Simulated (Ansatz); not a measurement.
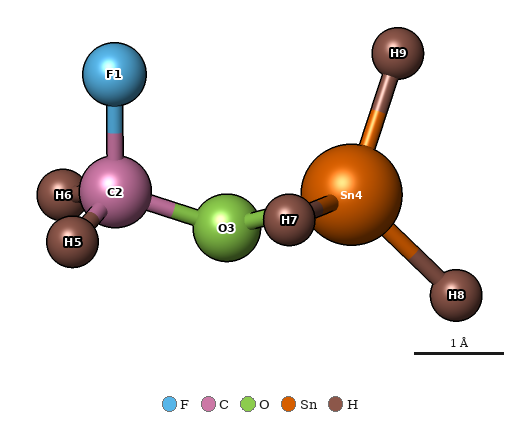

Fig. 1: The structure as given in the input (ball-and-stick view, seen at a tilt; atoms are numbered from 1 in the order of the input). Sticks mark near contacts.

**CH5FOSn: geometry relaxation**

CH5FOSn, computed with HF/STO-3G, RHF (Ansatz 0.2.0).

The geometry comes from this level: PBE0-D4/def2-TZVP. Figures and captions count atoms from 1; the log counts them from 0 in places.

Log
```
The last accepted step is kept in runs//last_step.txt (removed where the run ends without a failure and the disk answers)
Functional definition: HF
  name "HF"
  exchange = exact_x
  correlation = 0
698 factors; integrals over basis functions are off by at most 1.5e-5 eV
mean field evaluation 1: about -168040.7292 eV, gradient 2.9e1 eV
mean field evaluation 2: about -168040.8430 eV, gradient 2.9e1 eV
mean field evaluation 4: about -168043.9321 eV, gradient 1.8e0 eV
mean field evaluation 8: about -168043.9501 eV, gradient 4.5e-2 eV
mean field -168043.95007632 eV, -6175.5012610245 hartree, gradient 7.8e-6 eV, S^2 0.000000; 0 other end points of the search recorded, 0 dependent functions left out
the calculation of the forces begins
reference -168043.95007632 eV, -6175.5012610245 hartree; 39, 39 occupied and 8, 8 virtual orbitals, 698 factors
relax step   1: F+E_penalty+E_count = -168043.95007632 eV  Δ(F+E_penalty+E_count) = +0.000e0 eV  max|allowed force component| = 2.327e0 eV/Å  Δτ_max = 0.0000 Å  (26 SCF iters, accepted)
these checks for a lower state are left out or cut short: starts, cluster_reference, orbital_swaps, neighbouring_geometries, increment
698 factors; integrals over basis functions are off by at most 1.7e-5 eV
mean field evaluation 16: about -168044.0575 eV, gradient 3.2e-1 eV
mean field -168044.05793843 eV, -6175.5052248837 hartree, gradient 9.9e-6 eV, S^2 0.000000; 0 other end points of the search recorded, 0 dependent functions left out
the calculation of the forces begins
reference -168044.05793843 eV, -6175.5052248837 hartree; 39, 39 occupied and 8, 8 virtual orbitals, 698 factors
relax step   2: F+E_penalty+E_count = -168044.05793843 eV  Δ(F+E_penalty+E_count) = -1.079e-1 eV  max|allowed force component| = 1.413e0 eV/Å  Δτ_max = 0.1938 Å  (30 SCF iters, accepted)
these checks for a lower state are left out or cut short: starts, cluster_reference, orbital_swaps, neighbouring_geometries, increment
698 factors; integrals over basis functions are off by at most 1.4e-5 eV
mean field -168044.24880926 eV, -6175.5122392575 hartree, gradient 9.8e-6 eV, S^2 0.000000; 0 other end points of the search recorded, 0 dependent functions left out
the calculation of the forces begins
reference -168044.24880926 eV, -6175.5122392575 hartree; 39, 39 occupied and 8, 8 virtual orbitals, 698 factors
relax step   3: F+E_penalty+E_count = -168044.24880926 eV  Δ(F+E_penalty+E_count) = -1.909e-1 eV  max|allowed force component| = 4.735e-1 eV/Å  Δτ_max = 0.1037 Å  (31 SCF iters, accepted)
these checks for a lower state are left out or cut short: starts, cluster_reference, orbital_swaps, neighbouring_geometries, increment
698 factors; integrals over basis functions are off by at most 1.7e-5 eV
mean field evaluation 32: about -168044.2917 eV, gradient 3.3e-1 eV
mean field -168044.29214060 eV, -6175.5138316546 hartree, gradient 9.3e-6 eV, S^2 0.000000; 0 other end points of the search recorded, 0 dependent functions left out
the calculation of the forces begins
reference -168044.29214060 eV, -6175.5138316546 hartree; 39, 39 occupied and 8, 8 virtual orbitals, 698 factors
relax step   4: F+E_penalty+E_count = -168044.29214060 eV  Δ(F+E_penalty+E_count) = -4.333e-2 eV  max|allowed force component| = 2.527e-1 eV/Å  Δτ_max = 0.1645 Å  (30 SCF iters, accepted)
these checks for a lower state are left out or cut short: starts, cluster_reference, orbital_swaps, neighbouring_geometries, increment
699 factors; integrals over basis functions are off by at most 1.8e-5 eV
mean field -168044.32233329 eV, -6175.5149412159 hartree, gradient 9.2e-6 eV, S^2 0.000000; 0 other end points of the search recorded, 0 dependent functions left out
the calculation of the forces begins
reference -168044.32233329 eV, -6175.5149412159 hartree; 39, 39 occupied and 8, 8 virtual orbitals, 699 factors
relax step   5: F+E_penalty+E_count = -168044.32233329 eV  Δ(F+E_penalty+E_count) = -3.019e-2 eV  max|allowed force component| = 7.989e-1 eV/Å  Δτ_max = 0.1908 Å  (30 SCF iters, accepted)
these checks for a lower state are left out or cut short: starts, cluster_reference, orbital_swaps, neighbouring_geometries, increment
700 factors; integrals over basis functions are off by at most 1.4e-5 eV
mean field -168044.37306200 eV, -6175.5168054614 hartree, gradient 8.9e-6 eV, S^2 0.000000; 0 other end points of the search recorded, 0 dependent functions left out
the calculation of the forces begins
reference -168044.37306200 eV, -6175.5168054614 hartree; 39, 39 occupied and 8, 8 virtual orbitals, 700 factors
relax step   6: F+E_penalty+E_count = -168044.37306200 eV  Δ(F+E_penalty+E_count) = -5.073e-2 eV  max|allowed force component| = 2.936e-1 eV/Å  Δτ_max = 0.1379 Å  (30 SCF iters, accepted)
these checks for a lower state are left out or cut short: starts, cluster_reference, orbital_swaps, neighbouring_geometries, increment
700 factors; integrals over basis functions are off by at most 1.5e-5 eV
mean field -168044.37688357 eV, -6175.5169459017 hartree, gradient 8.6e-6 eV, S^2 0.000000; 0 other end points of the search recorded, 0 dependent functions left out
the calculation of the forces begins
reference -168044.37688357 eV, -6175.5169459017 hartree; 39, 39 occupied and 8, 8 virtual orbitals, 700 factors
relax step   7: F+E_penalty+E_count = -168044.37688357 eV  Δ(F+E_penalty+E_count) = -3.822e-3 eV  max|allowed force component| = 4.970e-2 eV/Å  Δτ_max = 0.0394 Å  (24 SCF iters, accepted)
these checks for a lower state are left out or cut short: starts, cluster_reference, orbital_swaps, neighbouring_geometries, increment
700 factors; integrals over basis functions are off by at most 1.5e-5 eV
mean field evaluation 64: about -168044.3772 eV, gradient 5.4e-4 eV
mean field -168044.37718979 eV, -6175.5169571551 hartree, gradient 8.6e-6 eV, S^2 0.000000; 0 other end points of the search recorded, 0 dependent functions left out
the calculation of the forces begins
reference -168044.37718979 eV, -6175.5169571551 hartree; 39, 39 occupied and 8, 8 virtual orbitals, 700 factors
relax step   8: F+E_penalty+E_count = -168044.37718979 eV  Δ(F+E_penalty+E_count) = -3.062e-4 eV  max|allowed force component| = 2.465e-2 eV/Å  Δτ_max = 0.0148 Å  (25 SCF iters, accepted)
these checks for a lower state are left out or cut short: starts, cluster_reference, orbital_swaps, neighbouring_geometries, increment
700 factors; integrals over basis functions are off by at most 1.5e-5 eV
mean field -168044.37722002 eV, -6175.5169582658 hartree, gradient 8.7e-6 eV, S^2 0.000000; 0 other end points of the search recorded, 0 dependent functions left out
the calculation of the forces begins
reference -168044.37722002 eV, -6175.5169582658 hartree; 39, 39 occupied and 8, 8 virtual orbitals, 700 factors
relax step   9: F+E_penalty+E_count = -168044.37722002 eV  Δ(F+E_penalty+E_count) = -3.023e-5 eV  max|allowed force component| = 6.411e-3 eV/Å  Δτ_max = 0.0049 Å  (26 SCF iters, accepted)
these checks for a lower state are left out or cut short: starts, cluster_reference, orbital_swaps, neighbouring_geometries, increment
700 factors; integrals over basis functions are off by at most 1.5e-5 eV
mean field -168044.37722316 eV, -6175.5169583811 hartree, gradient 8.7e-6 eV, S^2 0.000000; 0 other end points of the search recorded, 0 dependent functions left out
the calculation of the forces begins
reference -168044.37722316 eV, -6175.5169583811 hartree; 39, 39 occupied and 8, 8 virtual orbitals, 700 factors
relax step  10: F+E_penalty+E_count = -168044.37722316 eV  Δ(F+E_penalty+E_count) = -3.136e-6 eV  max|allowed force component| = 5.460e-4 eV/Å  Δτ_max = 0.0016 Å  (26 SCF iters, accepted)
700 factors; integrals over basis functions are off by at most 1.5e-5 eV
mean field evaluation 96: about -168044.3772 eV, gradient 8.6e-6 eV
```

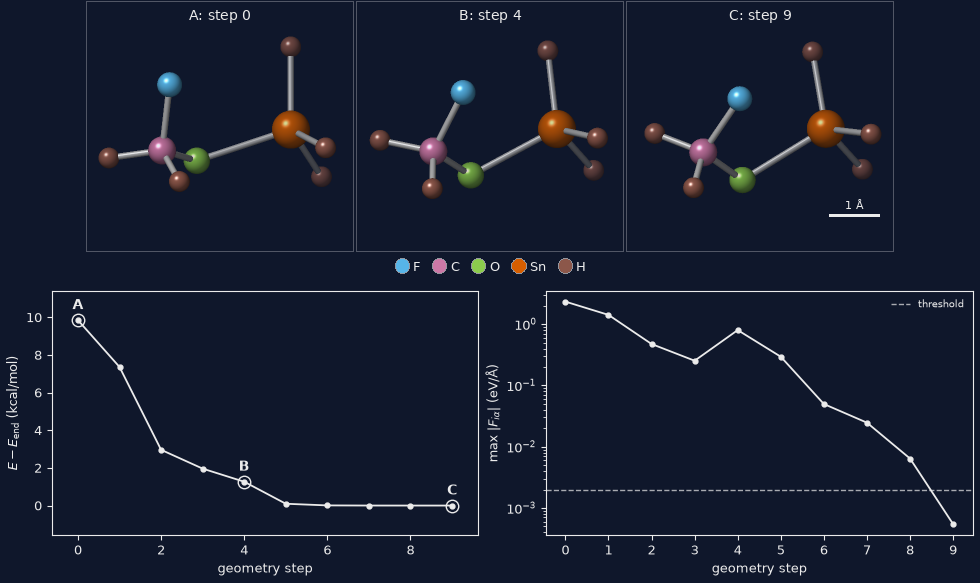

Fig. 2: Frames of the relaxation (ball-and-stick view, seen at a tilt) above the curves, on which the letters mark them (the first geometry is step 0 here and step 1 in the log).

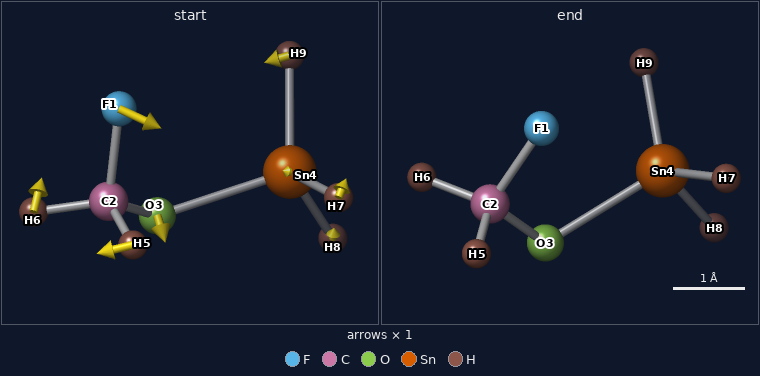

Fig. 3: Before (left) and after (right) the relaxation, at one scale (ball-and-stick view, seen at a tilt). The yellow arrows give the displacements, at true length. The energy falls by 9.85 kcal/mol in 9 geometry steps. Largest force component: 2.3 eV/Å at the start, 0.00055 eV/Å at the end. The largest move after the best rigid fit is that of F1, 0.67 Å. By element the largest moves are F 0.67 Å, H 0.54 Å, O 0.42 Å, Sn 0.12 Å, C 0.04 Å. Among the contacts that change: Sn4–H7 1.705 → 1.629 Å, Sn4–H8 1.700 → 1.637 Å, C2–O3 1.354 → 1.403 Å, O3–Sn4 1.991 → 1.968 Å. Among the angles that change: C2–O3–Sn4 118.4° → 109.0°, O3–Sn4–H7 106.3° → 112.1°, F1–C2–O3 110.7° → 105.8°. (Atoms are counted from 1 in the order of the input.)

```
mean field -168044.37722316 eV, -6175.5169583811 hartree, gradient 8.7e-6 eV, S^2 0.000000; 1 other end points of the search recorded, 0 dependent functions left out
the calculation of the forces begins
reference -168044.37722316 eV, -6175.5169583811 hartree; 39, 39 occupied and 8, 8 virtual orbitals, 700 factors
Total energy: -168044.37722316 eV, -6175.5169583811 hartree
Atom 0 at    -0.176439     1.361116     0.370530 Å, force     0.000529     0.000116     0.000134 eV/Å
Atom 1 at    -1.289838     0.520733     0.303091 Å, force    -0.000546     0.000138     0.000064 eV/Å
Atom 2 at    -0.796643    -0.734831    -0.082862 Å, force    -0.000040     0.000134     0.000182 eV/Å
Atom 3 at     1.155022    -0.613928    -0.307846 Å, force     0.000010    -0.000254    -0.000017 eV/Å
Atom 4 at    -1.777235     0.503895     1.297562 Å, force    -0.000104    -0.000098    -0.000316 eV/Å
Atom 5 at    -2.005532     0.944682    -0.428232 Å, force     0.000162    -0.000235     0.000034 eV/Å
Atom 6 at     1.913723    -0.269265     1.092352 Å, force     0.000081     0.000052     0.000035 eV/Å
Atom 7 at     1.493357    -2.155059    -0.745401 Å, force     0.000048     0.000082    -0.000049 eV/Å
Atom 8 at     1.572084     0.396356    -1.516294 Å, force    -0.000141     0.000066    -0.000067 eV/Å
Dipole moment:     0.043614     0.147606     0.032155 e Å
```

Trajectory as extended XYZ (Å, eV, eV/Å), 10 frames, from step=1 to step=10
```
9
Properties=species:S:1:pos:R:3:forces:R:3 step=1 energy=-168043.95008
F    -0.5968    1.7542    0.0315    0.1533  -0.0729  -0.0297
C    -1.2915    0.5661    0.2778    0.1794   2.3274   0.5912
O    -0.7360   -0.4634   -0.4050    1.8773  -2.3020  -1.2986
Sn    1.2393   -0.7015   -0.3197   -0.5057   0.1796   0.0836
H    -1.2588    0.4340    1.3693   -0.4486  -0.1711   0.5579
H    -2.3191    0.7246   -0.0661   -0.6865  -0.0803   0.1770
H     1.6901   -0.3903    1.2948   -0.1983  -0.2739  -1.2932
H     1.4078   -2.3331   -0.7653    0.0420   1.2254   0.3521
H     1.9535    0.3631   -1.4344   -0.4128  -0.8321   0.8597
9
Properties=species:S:1:pos:R:3:forces:R:3 step=2 energy=-168044.05794
F    -0.5152    1.7193    0.0483   -0.0828  -0.6278   0.0447
C    -1.2910    0.5767    0.2758   -0.4259   1.0261   0.4594
O    -0.7706   -0.5175   -0.4062    0.0693  -0.4076  -0.1925
Sn    1.1620   -0.6845   -0.3254   -0.1348  -0.0076  -0.1330
H    -1.3409    0.4265    1.3793    0.0865  -0.0478  -0.1601
H    -2.3254    0.7748   -0.0662    0.0530   0.0224  -0.0795
H     1.7380   -0.4177    1.1103    0.1537   0.3394   1.4135
H     1.5042   -2.1759   -0.7057   -0.0459  -1.2559  -0.3595
H     1.9274    0.2520   -1.3273    0.3271   0.9587  -0.9931
9
Properties=species:S:1:pos:R:3:forces:R:3 step=3 energy=-168044.24881
F    -0.4693    1.6819    0.0689   -0.0125  -0.3172   0.0181
C    -1.2819    0.5683    0.2814   -0.0507   0.4735   0.1152
O    -0.7480   -0.5420   -0.3817   -0.0614  -0.1933  -0.0383
Sn    1.1969   -0.6808   -0.3272   -0.0659   0.1012  -0.0061
H    -1.3589    0.4241    1.3816   -0.0098  -0.0686  -0.0708
H    -2.2994    0.7843   -0.0989    0.0590   0.0093  -0.0225
H     1.6980   -0.3714    1.1827    0.0615   0.0552   0.2038
H     1.4602   -2.2307   -0.7272    0.0521  -0.1875  -0.0575
H     1.8909    0.3200   -1.3966    0.0277   0.1274  -0.1420
9
Properties=species:S:1:pos:R:3:forces:R:3 step=4 energy=-168044.29214
F    -0.3703    1.6051    0.1755    0.2272  -0.2527  -0.0476
C    -1.2838    0.5638    0.2914   -0.1075   0.1176   0.0362
O    -0.7614   -0.6074   -0.2806    0.0932  -0.0509  -0.0283
Sn    1.1952   -0.6818   -0.3270   -0.1833   0.2119   0.0573
H    -1.5145    0.4381    1.3686   -0.0116  -0.0357   0.0594
H    -2.2181    0.8581   -0.2194   -0.0918  -0.0041  -0.0568
H     1.7650   -0.3360    1.1592    0.0505  -0.0039   0.0269
H     1.5045   -2.2320   -0.7352   -0.0147   0.0170   0.0020
H     1.7720    0.3456   -1.4496    0.0380   0.0007  -0.0490
9
Properties=species:S:1:pos:R:3:forces:R:3 step=5 energy=-168044.32233
F    -0.2402    1.4858    0.2480   -0.4173  -0.7495   0.0203
C    -1.2795    0.5422    0.2958   -0.6274   0.2253  -0.0098
O    -0.7881   -0.6871   -0.1970    0.0620   0.5150   0.0994
Sn    1.1734   -0.6441   -0.3199   -0.0411   0.1459   0.0062
H    -1.6276    0.4456    1.3616    0.2298   0.2167  -0.6357
H    -2.1464    0.9213   -0.3237    0.7989  -0.2913   0.5355
H     1.8117   -0.2928    1.1440   -0.0041  -0.0218  -0.1159
H     1.5023   -2.1936   -0.7338    0.0199   0.0574   0.0131
H     1.6830    0.3762   -1.4923   -0.0207  -0.0977   0.0869
9
Properties=species:S:1:pos:R:3:forces:R:3 step=6 energy=-168044.37306
F    -0.1965    1.3873    0.3340    0.1229   0.0480  -0.0100
C    -1.2935    0.5286    0.3029    0.2246  -0.2936  -0.1003
O    -0.7982   -0.7183   -0.1290   -0.1024   0.1634   0.0730
Sn    1.1586   -0.6228   -0.3149   -0.0448   0.1128   0.0520
H    -1.7250    0.4850    1.3210   -0.1006  -0.0008   0.0150
H    -2.0478    0.9455   -0.3893   -0.0871   0.0133  -0.0022
H     1.8738   -0.2708    1.1080    0.0045  -0.0076  -0.0308
H     1.5045   -2.1644   -0.7357   -0.0098  -0.0292  -0.0093
H     1.6126    0.3836   -1.5142   -0.0074  -0.0062   0.0127
9
Properties=species:S:1:pos:R:3:forces:R:3 step=7 energy=-168044.37688
F    -0.1790    1.3673    0.3553    0.0064  -0.0194  -0.0021
C    -1.2890    0.5220    0.3023   -0.0445  -0.0497  -0.0082
O    -0.7999   -0.7312   -0.0989    0.0429   0.0455   0.0107
Sn    1.1544   -0.6133   -0.3088    0.0026  -0.0257  -0.0086
H    -1.7589    0.4967    1.3048   -0.0007   0.0164   0.0116
H    -2.0206    0.9439   -0.4138    0.0044   0.0190  -0.0064
H     1.9011   -0.2691    1.0980   -0.0029   0.0026   0.0000
H     1.4935   -2.1562   -0.7413   -0.0010   0.0085   0.0015
H     1.5871    0.3935   -1.5147   -0.0073   0.0028   0.0016
9
Properties=species:S:1:pos:R:3:forces:R:3 step=8 energy=-168044.37719
F    -0.1769    1.3620    0.3655   -0.0101  -0.0086   0.0005
C    -1.2902    0.5205    0.3028    0.0144   0.0247   0.0045
O    -0.7977   -0.7337   -0.0877    0.0089  -0.0096  -0.0021
Sn    1.1550   -0.6140   -0.3082   -0.0099   0.0029   0.0016
H    -1.7717    0.5025    1.3002   -0.0016  -0.0038  -0.0046
H    -2.0103    0.9453   -0.4238    0.0015  -0.0057   0.0005
H     1.9096   -0.2692    1.0942    0.0002  -0.0004  -0.0012
H     1.4944   -2.1554   -0.7443   -0.0025   0.0015   0.0004
H     1.5763    0.3956   -1.5158   -0.0009  -0.0009   0.0005
9
Properties=species:S:1:pos:R:3:forces:R:3 step=9 energy=-168044.37722
F    -0.1766    1.3614    0.3693   -0.0012  -0.0001   0.0005
C    -1.2899    0.5207    0.3030    0.0031  -0.0025  -0.0010
O    -0.7966   -0.7345   -0.0841   -0.0064   0.0028   0.0019
Sn    1.1550   -0.6138   -0.3079    0.0047  -0.0007  -0.0006
H    -1.7758    0.5034    1.2982   -0.0005   0.0001   0.0002
H    -2.0067    0.9446   -0.4271    0.0002   0.0001  -0.0006
H     1.9127   -0.2693    1.0929    0.0001   0.0003  -0.0005
H     1.4932   -2.1551   -0.7450    0.0005   0.0000  -0.0002
H     1.5733    0.3962   -1.5162   -0.0006   0.0001   0.0004
9
Properties=species:S:1:pos:R:3:forces:R:3 step=10 energy=-168044.37722
F    -0.1764    1.3611    0.3705    0.0005   0.0001   0.0001
C    -1.2898    0.5207    0.3031   -0.0005   0.0001   0.0001
O    -0.7966   -0.7348   -0.0829    0.0000   0.0001   0.0002
Sn    1.1550   -0.6139   -0.3078    0.0000  -0.0003   0.0000
H    -1.7772    0.5039    1.2976   -0.0001  -0.0001  -0.0003
H    -2.0055    0.9447   -0.4282    0.0002  -0.0002   0.0000
H     1.9137   -0.2693    1.0924    0.0001   0.0001   0.0000
H     1.4934   -2.1551   -0.7454    0.0000   0.0001   0.0000
H     1.5721    0.3964   -1.5163   -0.0001   0.0001  -0.0001
```

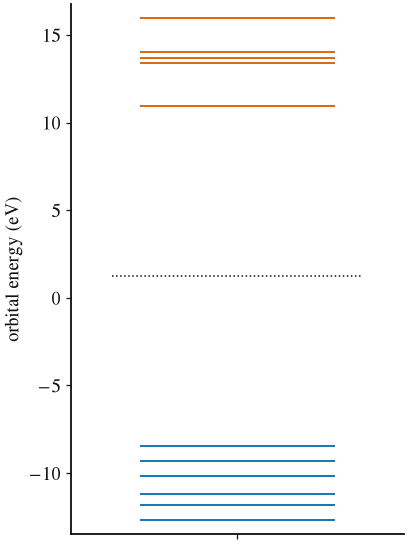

Fig. 4: Orbital energies near the frontier; the dotted line parts filled from empty levels, and levels within 0.02 eV of each other stand side by side. Highest filled −8.48 eV, lowest empty 10.92 eV, 19.40 eV apart.

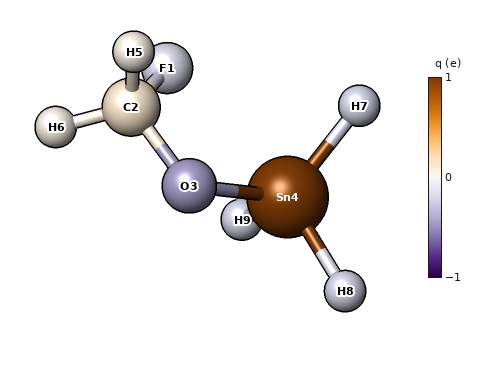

Fig. 5: Mulliken charges, as the colour of each atom (ball-and-stick view, seen at a tilt; atoms are numbered from 1 in the order of the input; Mulliken charges depend strongly on the basis). By element: F −0.17, C +0.12, O −0.44, Sn +0.99 and H −0.21 to +0.05 e.

The run was set up as follows.

The input
```yaml
crystal:
  periodic: [false, false, false]
  atoms:
    - {symbol: F, position_ang: [-0.596800, 1.754200, 0.031500]}
    - {symbol: C, position_ang: [-1.291500, 0.566100, 0.277800]}
    - {symbol: O, position_ang: [-0.736000, -0.463400, -0.405000]}
    - {symbol: Sn, position_ang: [1.239300, -0.701500, -0.319700]}
    - {symbol: H, position_ang: [-1.258800, 0.434000, 1.369300]}
    - {symbol: H, position_ang: [-2.319100, 0.724600, -0.066100]}
    - {symbol: H, position_ang: [1.690100, -0.390300, 1.294800]}
    - {symbol: H, position_ang: [1.407800, -2.333100, -0.765300]}
    - {symbol: H, position_ang: [1.953500, 0.363100, -1.434400]}
basis:
  gaussian:
    orbitals: STO-3G
hamiltonian:
  xc: hf
relax:
  f_tol: 0.002
output: {orbitals: {seedname: orbitals}}
```

Launch command:
```bash
ansatz run run.yaml --threads 1 --pin off --max-ram 3480MiB --events-out events.jsonl --progress --plain --runs-dir runs
```

Results in brief

- outcome: converged
- total energy: −6175.516958 hartree
- basis functions: 47
- largest force: 0.001 eV/Å
- SCF solution under orbital rotations: stable
- HOMO: −8.48 eV
- LUMO: 10.92 eV
- dipole moment: 0.76 D
- hardware: 1 thread of Arm Neoverse V2, 24 GiB of memory available, shared host
- wall time: 19 s
- peak memory: 0.14 GiB
